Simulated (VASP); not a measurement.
Band structure of AlN (space group P6_3mc). Method: LDA (Ceperley-Alder, Perdew-Zunger), VASP's LDA PAW potentials (set 64) (plane waves; VASP 6.6.1).

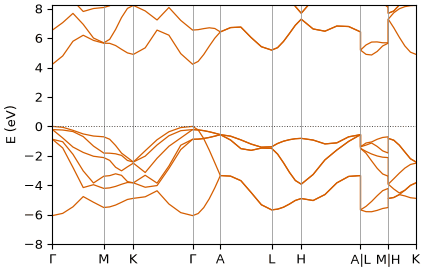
Figure. Bands along high-symmetry lines, zero at the valence-band maximum or, without a gap, the Fermi level

**Question.** Read the plot: is there a gap, and where are the band edges?

**Answer.** The gap is direct, 4.22 eV, from the valence maximum at Γ to the conduction minimum at Γ.

The structure is a typed AlN crystal. The cell was not relaxed at this level.
